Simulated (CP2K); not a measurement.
System: HPbNO4.

The calculation's input:

```
&GLOBAL
  PROJECT hpbno4_charges
  RUN_TYPE ENERGY_FORCE
  PRINT_LEVEL LOW
&END GLOBAL
&FORCE_EVAL
  METHOD QS
  STRESS_TENSOR ANALYTICAL
  &DFT
    BASIS_SET_FILE_NAME BASIS_MOLOPT_UZH
    POTENTIAL_FILE_NAME POTENTIAL_UZH
    &MGRID
      CUTOFF 600
      REL_CUTOFF 60
      NGRIDS 5
    &END MGRID
    &QS
      METHOD GPW
      EPS_DEFAULT 1.0E-10
    &END QS
    &KPOINTS
      SCHEME MONKHORST-PACK 7 6 5
      GAMMA_CENTERED T
      SYMMETRY T
      SYMMETRY_BACKEND SPGLIB
    &END KPOINTS
    &SCF
      SCF_GUESS ATOMIC
      EPS_SCF 1.0E-6
      MAX_SCF 100
      ADDED_MOS 20
      CHOLESKY OFF
      EPS_EIGVAL 1.0E-7
      &DIAGONALIZATION ON
        ALGORITHM STANDARD
      &END DIAGONALIZATION
      &MIXING ON
        METHOD BROYDEN_MIXING
        ALPHA 0.4
        BETA 1.5
        NBUFFER 8
      &END MIXING
      &SMEAR ON
        METHOD FERMI_DIRAC
        ELECTRONIC_TEMPERATURE [K] 300.557
      &END SMEAR
    &END SCF
    &XC
      &XC_FUNCTIONAL
        &GGA_X_PBE
        &END GGA_X_PBE
        &GGA_C_PBE
        &END GGA_C_PBE
      &END XC_FUNCTIONAL
    &END XC
    &PRINT
      &KPOINTS ON
      &END KPOINTS
      &MULLIKEN ON
      &END MULLIKEN
      &MO ON
        ENERGIES T
        OCCUPATION_NUMBERS T
        &EACH
          QS_SCF 0
        &END EACH
        ADD_LAST NUMERIC
      &END MO
      &LOWDIN ON
      &END LOWDIN
      &HIRSHFELD ON
        SHAPE_FUNCTION GAUSSIAN
      &END HIRSHFELD
      &VORONOI ON
        VORONOI_RADII VDW
      &END VORONOI
      &E_DENSITY_CUBE ON
        STRIDE 2
      &END E_DENSITY_CUBE
      &V_HARTREE_CUBE ON
        STRIDE 2
      &END V_HARTREE_CUBE
      &ELF_CUBE ON
        STRIDE 2
      &END ELF_CUBE
    &END PRINT
  &END DFT
  &SUBSYS
    &CELL
      ABC 3.8572438670 4.3378635907 5.9843746640
      ALPHA_BETA_GAMMA 81.8723566284 83.2570919785 87.6789512747
      PERIODIC XYZ
    &END CELL
    &COORD
      SCALED
      H   0.6151100000 0.8955900000 0.1984400000
      Pb  0.6459700000 0.4465100000 0.9168500000
      N   0.7147400000 0.2381000000 0.5005800000
      O   0.1695800000 0.4700700000 0.7776800000
      O   0.6291900000 0.9704500000 0.4984500000
      O   0.5642400000 0.9258300000 0.0384900000
      O   0.7802200000 0.4225000000 0.3195100000
    &END COORD
    &KIND H
      BASIS_SET TZVP-MOLOPT-PBE-GTH-q1
      POTENTIAL GTH-PBE-q1
    &END KIND
    &KIND Pb
      BASIS_SET TZVP-MOLOPT-PBE-GTH-q4
      POTENTIAL GTH-PBE-q4
    &END KIND
    &KIND N
      BASIS_SET TZVP-MOLOPT-PBE-GTH-q5
      POTENTIAL GTH-PBE-q5
    &END KIND
    &KIND O
      BASIS_SET TZVP-MOLOPT-PBE-GTH-q6
      POTENTIAL GTH-PBE-q6
    &END KIND
    &PRINT
      &ATOMIC_COORDINATES ON
      &END ATOMIC_COORDINATES
      &CELL ON
      &END CELL
    &END PRINT
  &END SUBSYS
  &PRINT
    &FORCES ON
    &END FORCES
    &STRESS_TENSOR ON
    &END STRESS_TENSOR
  &END PRINT
&END FORCE_EVAL
```

Command:

```sh
OMP_NUM_THREADS=4 cp2k.psmp -i hpbno4_charges.inp -o hpbno4_charges.out
```

Below, planes, directions and counts refer to the conventional cell (a = 3.86 Å, b = 4.34 Å, c = 5.98 Å, α = 81.87°, β = 83.26°, γ = 87.68°).

Space group P1; a generated structure, not necessarily the stable one; not relaxed (largest force 0.7 eV/Å); computed pressure about 2 GPa in this cell.

Theory: CP2K, Kohn-Sham DFT of a periodic cell, PBE, GTH-PBE with UZH-TZVP basis.

Question: What will maps of the valence pseudo-density and electron localisation function show?

Answer: Pb–O (2.10 Å): the density is about 0.41 e/Å³ at the midpoint; the ELF peaks at about 0.80 in the valence shell of O, 0.6 Å from its nucleus, and is about 0.60 at the midpoint.

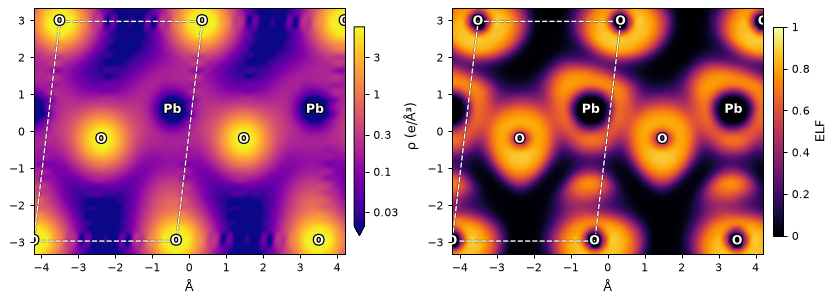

Computed valence pseudo-density and electron localisation function on the (010) plane of the conventional cell, in this order. Atoms just off the plane (N, 0.8 Å away) can leave unmarked features too.
